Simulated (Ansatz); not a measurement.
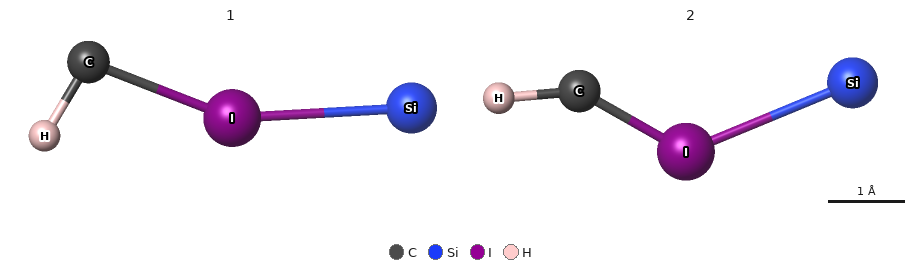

Two geometries of CHISi, drawn at one scale. One is the start of a relaxation, the other its converged end. A ball-and-stick model, seen from a free direction.

The calculation used RKS PBE-D4/def2-SVP in Ansatz. Set-up: force threshold 0.03 eV/Å; at most 250 steps.

Q: Which one is relaxed?

A: Structure 1 is the relaxed one. It is one of the separated reactants of a reaction. Over 7 geometry steps the energy falls by 2.704 eV. The largest force component goes from 12 to 0.017 eV/Å. The C atom moves most after the best rigid fit: 0.57 Å. By element the largest moves are C 0.57 Å, H 0.50 Å, I 0.45 Å, Si 0.42 Å. Near-neighbour distances that change, for instance: C–I 1.648 → 2.072 Å, C–H 1.081 → 1.134 Å. Among the angles between lasting bonds that change: I–C–H 145.9° → 99.7°, C–I–Si 128.5° → 155.8°.
